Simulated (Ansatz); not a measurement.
## Electronic structure of Cl₃Er (quartet) in real space

The calculation's input:

```
crystal:
  periodic: [false, false, false]
  atoms:
    - {symbol: Er, position_ang: [0.001224, -0.001312, 0.008619]}
    - {symbol: Cl, position_ang: [2.411072, -0.020520, 0.026000]}
    - {symbol: Cl, position_ang: [-1.184996, 2.096244, -0.012631]}
    - {symbol: Cl, position_ang: [-1.227300, -2.074422, -0.021998]}
basis:
  gaussian: {orbitals: def2-TZVP, initial_orbitals: start.molden}
magnetization: {spin_polarized: true, initial_magnetization: 3}
hamiltonian: {xc: pbe0, dispersion: d4}
scf: {omitted_lower_state_checks: [starts]}
output: {orbitals: {seedname: orbitals}}
```

Run with:

```sh
ansatz run in.yaml --threads 4 --pin off --events-out ev --progress --plain --max-ram 8704MiB
```

Geometry: r2SCAN-D4/def2-SVP.

Level of theory: Ansatz 0.2.0, UKS PBE0-D4/def2-TZVP.

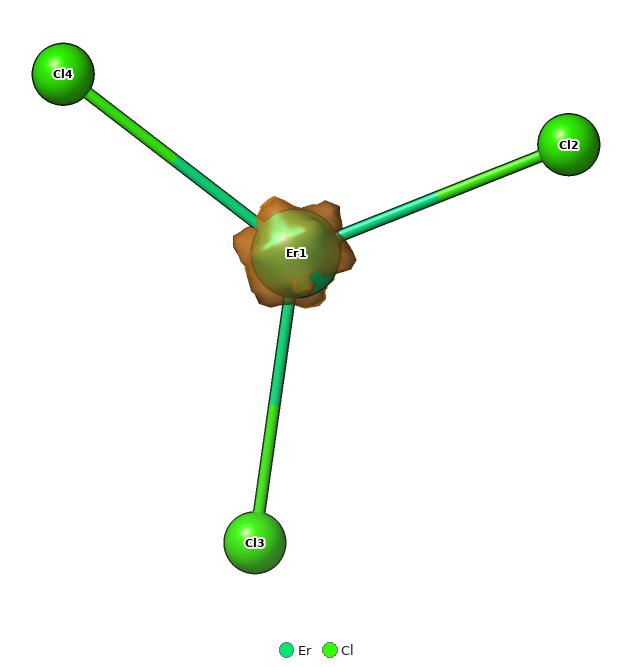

Figure 1. Isosurface of the spin density at +2 e/Å³ (orange), seen at a tilt.

Which atoms carry the spin?

Answer. The unpaired spin (3 electrons) lies mostly on Er1 (about 3.0), in electrons by Hirshfeld's partition.

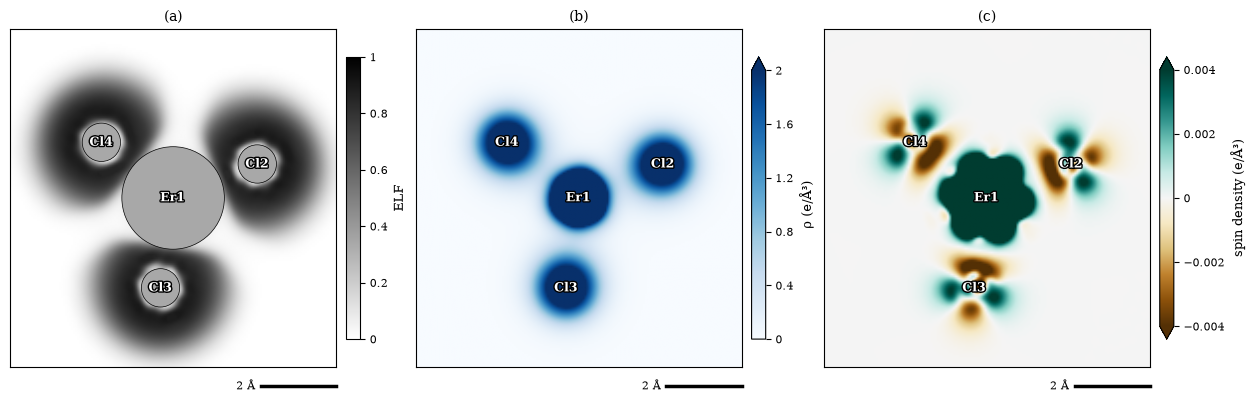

Figure 2. (a) electron localisation function; (b) total electron density; (c) spin density on the molecular plane. Grey discs cover the atomic cores in the ELF map.

What do the fields say about this system?

Answer.
- The plane passes through Er and Cl nuclei.
- Er–Cl (2.41 Å): ρ at the midpoint is about 0.54 e/Å³; the ELF peaks at about 0.85 in the valence shell of Cl, 0.8 Å from its nucleus, and is about 0.25 at the midpoint.

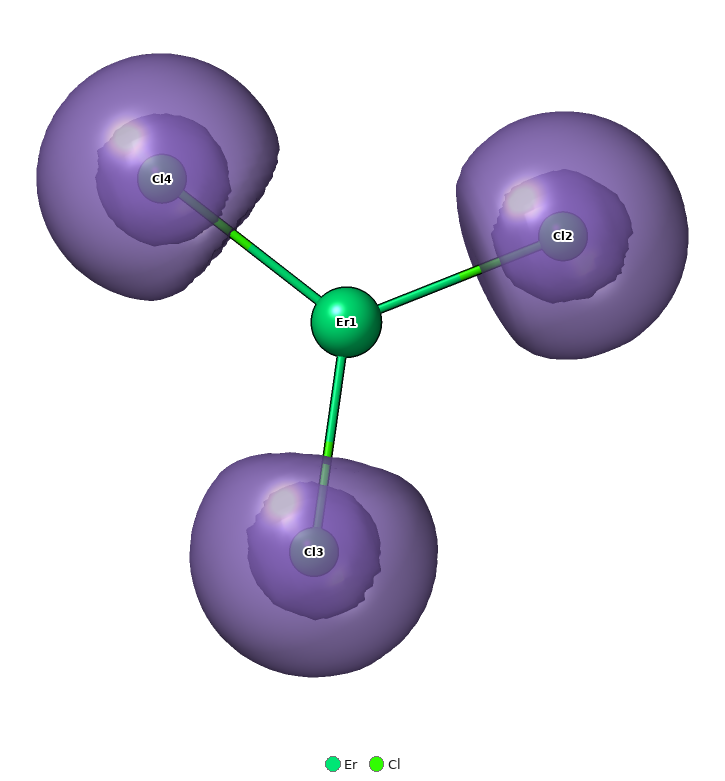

Figure 3. Isosurface of the electron localisation function at 0.75 (purple), seen across its widest extent. Core shells and regions of very low density are left out.

Identify the bonds, lone pairs and shells in this picture.

Answer. At this value the surface marks out three regions wrapped around Cl (the valence shell of each).
